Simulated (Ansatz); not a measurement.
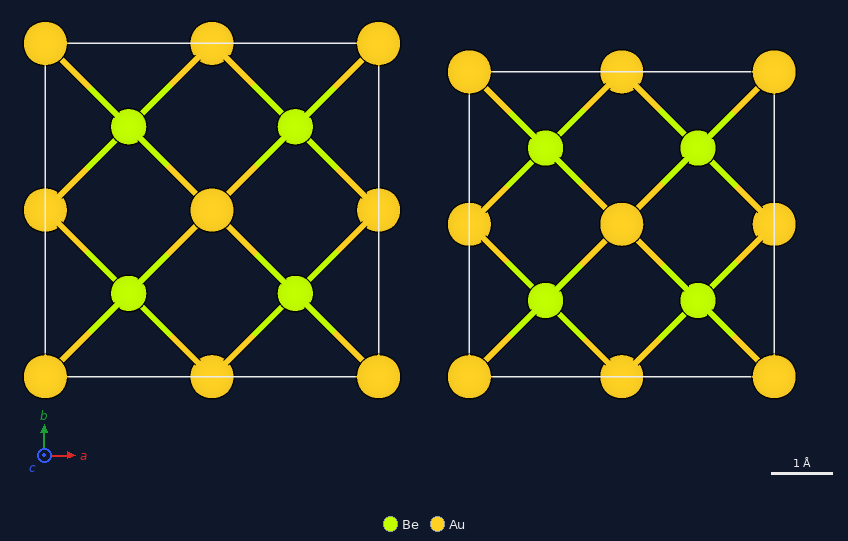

Two geometries of solid Be$_{2}$Au (a generated structure, set up in Fm-3m) (coarse preliminary run), drawn at one scale. One is the start of a relaxation, the other its converged end. Style: ball-and-stick. Shown: the conventional cell (4 times the calculation's cell), along the c axis. Lengths and directions refer to the drawn axes.

Level of theory: DFT PBE, scalar-relativistic, plane waves, PAW (Ansatz 0.2.0). (plane-wave cutoff 420 eV; k-point mesh 6 × 6 × 6; occupations gaussian; smearing width 0.1 eV; no spin polarisation; cell and atoms relaxed; force threshold 0.04 eV/Å; at most 70 steps)

**Which geometry has the lower energy?**

The left one is the relaxed one. After 4 accepted moves (5 points after the start) the energy has fallen by 413 meV per atom. All forces vanish by symmetry, so only the cell relaxes. Pressure: 51.50 GPa at the start and 0.28 GPa at the end. At 1 point the geometry stayed and the basis and grid were re-selected for the new cell (energy shift of 2.5 meV per atom at most each time). No atom moves by more than 0.005 Å relative to the cell. Cell: a = b = c 5.008 → 5.475 Å (+9.3 %). Volume +30.7 %. Among the contacts that change: Au–Be 2.168 → 2.371 Å. The space group stays Fm-3m (No. 225). The run took 2.6 s on 1 thread of Intel(R) Xeon(R) 6975P-C (Granite Rapids), on a shared host, peak memory 0.33 GiB.
